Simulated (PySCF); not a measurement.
# Ge2H6O2 (SMILES [OH][GeH2][GeH2][OH]) at SCS-MP2/6-31G(d) (spherical functions)

What is the vertical ionisation energy of Ge2H6O2 at SCS-MP2/6-31G* (spherical functions)? The job is set up through a Python script.

The calculation is run with PySCF 2.14.0.

4 further runs of the same task are left out: 4 set aside as unsound or not needed.

**1. Starting point**

The species is Ge2H6O2 (10 atoms), meant as a singlet with charge 0. SMILES: `[OH][GeH2][GeH2][OH]`. The coordinates come from a PBE0-D4/def2-TZVP relaxation. This is one conformer, not always the lowest.

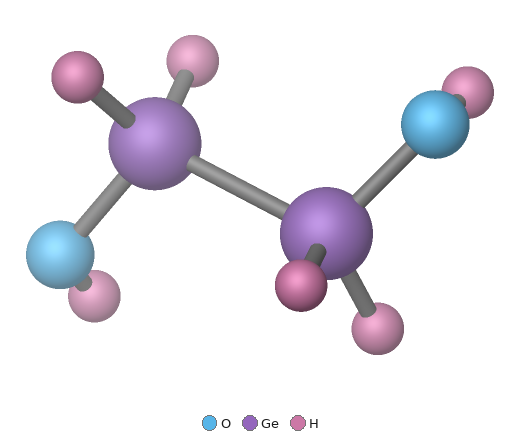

Viewed from a chosen angle; oxygen blue, germanium purple, hydrogen pink.

**2. The energy at SCS-MP2/6-31G(d) (spherical functions)**

Contents of job.py:

```python
from pyscf import gto, scf, mp

mol = gto.M(
    atom=[
    ('O', (-0.309300, 2.455000, -0.006400)),
    ('Ge', (0.600700, 0.984100, 0.456700)),
    ('Ge', (-0.721500, -1.006400, -0.054200)),
    ('O', (0.308500, -2.466700, 0.057800)),
    ('H', (-0.425000, 2.532100, -0.955900)),
    ('H', (0.860000, 1.168500, 1.957800)),
    ('H', (1.943500, 0.946400, -0.311300)),
    ('H', (-1.840500, -1.265700, 0.963100)),
    ('H', (-1.315400, -0.903200, -1.479200)),
    ('H', (0.981900, -2.495100, -0.625400)),
],
    verbose=4,
    charge=0,
    basis='6-31g*',
    max_memory=1860,
)

mf = scf.RHF(mol)
mf.conv_tol = 1e-10
mf.kernel()
if not mf.converged:
    mf = mf.newton().run(mf.mo_coeff, mf.mo_occ)

pt = mp.MP2(mf, frozen=20).run()
energy = mf.e_tot + 1.2 * pt.e_corr_os + pt.e_corr_ss / 3
print('E(%s) = %.9f' % ('SCS-MP2', energy))
```

Command:

```console
OMP_NUM_THREADS=1 python job.py
```

Standard output:

```text
PySCF version 2.14.0

[INPUT] num. atoms = 10
[INPUT] num. electrons = 86
[INPUT] charge = 0
[INPUT] spin (= nelec alpha-beta = 2S) = 0
[INPUT] symmetry False subgroup None
[INPUT] Mole.unit = angstrom
[INPUT] Symbol           X                Y                Z      unit          X                Y                Z       unit  Magmom
[INPUT]  1 O     -0.309300000000   2.455000000000  -0.006400000000 AA   -0.584492290328   4.639277635807  -0.012094247197 Bohr   0.0
[INPUT]  2 Ge     0.600700000000   0.984100000000   0.456700000000 AA    1.135158483026   1.859679479184   0.863037921089 Bohr   0.0
[INPUT]  3 Ge    -0.721500000000  -1.006400000000  -0.054200000000 AA   -1.363437398874  -1.901820371762  -0.102423155951 Bohr   0.0
[INPUT]  4 O      0.308500000000  -2.466700000000   0.057800000000 AA    0.582980509428  -4.661387431465   0.109226170000 Bohr   0.0
[INPUT]  5 H     -0.425000000000   2.532100000000  -0.955900000000 AA   -0.803133602940   4.784975520011  -1.806389202472 Bohr   0.0
[INPUT]  6 H      0.860000000000   1.168500000000   1.957800000000 AA    1.625164467126   2.208144976554   3.699705806673 Bohr   0.0
[INPUT]  7 H      1.943500000000   0.946400000000  -0.311300000000 AA    3.672682723092   1.788436804288  -0.588271742577 Bohr   0.0
[INPUT]  8 H     -1.840500000000  -1.265700000000   0.963100000000 AA   -3.478040932262  -2.391826355862   1.819995230569 Bohr   0.0
[INPUT]  9 H     -1.315400000000  -0.903200000000  -1.479200000000 AA   -2.485745744253  -1.706800635707  -2.795282883457 Bohr   0.0
[INPUT] 10 H      0.981900000000  -2.495100000000  -0.625400000000 AA    1.855522081710  -4.715055653402  -1.181834718303 Bohr   0.0

nuclear repulsion = 568.934386692963
number of shells = 48
number of NR pGTOs = 268
number of NR cGTOs = 104
basis = 6-31g*
ecp = {}

******** <class 'pyscf.scf.hf.RHF'> ********
method = RHF
initial guess = minao
damping factor = 0
level_shift factor = 0
DIIS = <class 'pyscf.scf.diis.CDIIS'>
diis_start_cycle = 1
diis_space = 8
diis_damp = 0
SCF conv_tol = 1e-10
SCF conv_tol_grad = None
SCF max_cycles = 50
direct_scf = True
direct_scf_tol = 1e-13
Set gradient conv threshold to 1e-05
Initial guess from minao.
init E= -4302.0078917682
  HOMO = -0.269107837193615  LUMO = -0.00404371209256471  gap/eV = 7.21276
cycle= 1 E= -4303.25161678049  delta_E= -1.24  |g|= 0.765  |ddm|= 2.85
  HOMO = -0.35622354630646  LUMO = 0.070317046358193  gap/eV = 11.60676
cycle= 2 E= -4303.33458725008  delta_E= -0.083  |g|= 0.516  |ddm|= 0.897
  HOMO = -0.381584376134785  LUMO = 0.0807412731123449  gap/eV = 12.58052
cycle= 3 E= -4303.38205267966  delta_E= -0.0475  |g|= 0.0505  |ddm|= 0.355
  HOMO = -0.376909108618842  LUMO = 0.0884423507851539  gap/eV = 12.66286
cycle= 4 E= -4303.38309378122  delta_E= -0.00104  |g|= 0.00921  |ddm|= 0.0833
  HOMO = -0.379419244432252  LUMO = 0.0876028058034795  gap/eV = 12.70832
cycle= 5 E= -4303.38314123457  delta_E= -4.75e-05  |g|= 0.00165  |ddm|= 0.021
  HOMO = -0.379541073575757  LUMO = 0.0875899163939282  gap/eV = 12.71128
cycle= 6 E= -4303.38314307949  delta_E= -1.84e-06  |g|= 0.00045  |ddm|= 0.00405
  HOMO = -0.379608986479354  LUMO = 0.0875734449846797  gap/eV = 12.71268
cycle= 7 E= -4303.38314320569  delta_E= -1.26e-07  |g|= 0.000162  |ddm|= 0.00102
  HOMO = -0.379622660421916  LUMO = 0.0875681897457827  gap/eV = 12.71291
cycle= 8 E= -4303.38314321524  delta_E= -9.55e-09  |g|= 4.91e-05  |ddm|= 0.000247
  HOMO = -0.379616600249101  LUMO = 0.0875711156192343  gap/eV = 12.71283
cycle= 9 E= -4303.38314321645  delta_E= -1.22e-09  |g|= 1.01e-05  |ddm|= 9.27e-05
  HOMO = -0.379617253700321  LUMO = 0.0875705696463038  gap/eV = 12.71283
cycle= 10 E= -4303.38314321651  delta_E= -5.82e-11  |g|= 2.71e-06  |ddm|= 2.77e-05
  HOMO = -0.379616995287233  LUMO = 0.0875707451989052  gap/eV = 12.71283
Extra cycle  E= -4303.38314321654  delta_E= -2.91e-11  |g|= 1.29e-06  |ddm|= 4.95e-06
converged SCF energy = -4303.38314321654

******** <class 'pyscf.mp.mp2.RMP2'> ********
nocc = 23, nmo = 84
frozen orbitals 20
E(RMP2) = -4304.23888616081  E_corr = -0.85574294426652
E(SCS-RMP2) = -4304.19103358957  E_corr = -0.807890373030516
E_corr(same-spin) = -0.252693646256894
E_corr(oppo-spin) = -0.603049298009626
E(SCS-MP2) = -4304.191033590
```

It took 5.4 s on 1 thread of Arm Neoverse V1, shared host; peak memory 0.3 GiB.

**3. The doublet cation**

Edit job.py of step 2 so:

```diff
@@ -2,3 +2,3 @@
 
-mol = gto.M(
+molecule = gto.M(
     atom=[
@@ -15,9 +15,10 @@
 ],
-    verbose=4,
-    charge=0,
+    max_memory=1860,
+    spin=1,
+    verbose=3,
     basis='6-31g*',
-    max_memory=1860,
+    charge=1,
 )
 
-mf = scf.RHF(mol)
+mf = scf.UHF(molecule)
 mf.conv_tol = 1e-10
@@ -28,3 +29,3 @@
 pt = mp.MP2(mf, frozen=20).run()
-energy = mf.e_tot + 1.2 * pt.e_corr_os + pt.e_corr_ss / 3
-print('E(%s) = %.9f' % ('SCS-MP2', energy))
+e_tot = mf.e_tot + 1.2 * pt.e_corr_os + pt.e_corr_ss / 3
+print('E = %.10f Eh' % e_tot)
```

Command:

```console
OMP_NUM_THREADS=1 python job.py
```

Standard output:

```text
converged SCF energy = -4303.03769893199  <S^2> = 0.77954283  2S+1 = 2.0293278
E(UMP2) = -4303.89697864424  E_corr = -0.859279712248358
E(SCS-UMP2) = -4303.84749210934  E_corr = -0.809793177350008
E = -4303.8474921093 Eh
```

It took 9.3 s on 1 thread of Arm Neoverse V1, shared host; peak memory 0.33 GiB.

**4. Results**

Level: SCS-MP2/6-31G* (spherical functions), 20 core orbitals frozen.

```
                                                                  quantity           value
                                             singlet Ge2H6O2: total energy  -4304.19103 Eh
                     singlet Ge2H6O2: dipole moment (Hartree–Fock density)          2.47 D
                      singlet Ge2H6O2: HOMO energy (Hartree–Fock orbitals)       -10.33 eV
                      singlet Ge2H6O2: LUMO energy (Hartree–Fock orbitals)         2.38 eV
                    singlet Ge2H6O2: HOMO–LUMO gap (Hartree–Fock orbitals)        12.71 eV
             singlet Ge2H6O2: correlation energy (20 core orbitals frozen)      -807.9 mEh
                                              doublet cation: total energy  -4303.84749 Eh
doublet cation: HOMO energy (Hartree–Fock orbitals) (highest over α and β)       -17.56 eV
 doublet cation: LUMO energy (Hartree–Fock orbitals) (lowest over α and β)        -8.44 eV
              doublet cation: correlation energy (20 core orbitals frozen)      -809.8 mEh
                         doublet cation: ⟨S²⟩ of the reference determinant           0.780
                        vertical ionisation energy (to the doublet cation)        9.348 eV
```

Removing an electron at fixed nuclei costs 9.35 eV (216 kcal/mol). Mulliken charges (doublet cation) of the mean-field density run from -0.77 on O4 to +0.59 on Ge3; they depend strongly on the basis.
